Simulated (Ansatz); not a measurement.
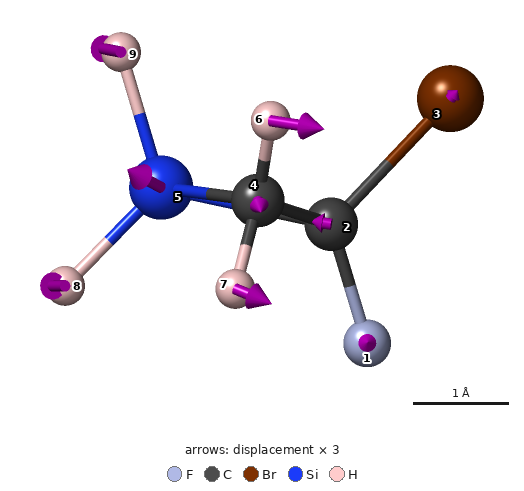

A relaxation of C$_{2}$H$_{4}$BrFSi (coarse preliminary run). The starting structure is drawn; purple arrows show the displacements, 3 times their true length. The two geometries are superimposed by the best rigid fit.

A ball-and-stick model, seen at a tilt.

The start comes from a force field.

Method: RKS PBE-D4/def2-SVP (Ansatz). (force threshold 0.03 eV/Å; at most 200 steps)

### Which element moves most?

Hydrogen: up to 0.26 Å, against 0.19 Å for silicon.

### Describe the change and its energy.

H9 moves most after the best rigid fit: 0.26 Å. By element the largest moves are H 0.26 Å, Si 0.19 Å, C 0.07 Å, F 0.06 Å, Br 0.04 Å. Some distances before and after: C4–H6 1.024 → 1.103 Å, C2–Br3 1.886 → 1.959 Å, Si5–H8 1.448 → 1.493 Å, C2–Si5 1.856 → 1.895 Å. Among the angles between lasting bonds that change: C4–Si5–H9 103.6° → 119.6°, C4–Si5–H8 108.1° → 116.9°, F1–C2–Si5 115.2° → 121.4°. Over 5 geometry steps the energy falls by 11.5 kcal/mol. The largest force component goes from 3.4 to 0.017 eV/Å. The run took 7.5 s on 4 threads of Arm Neoverse V2, on a shared host.
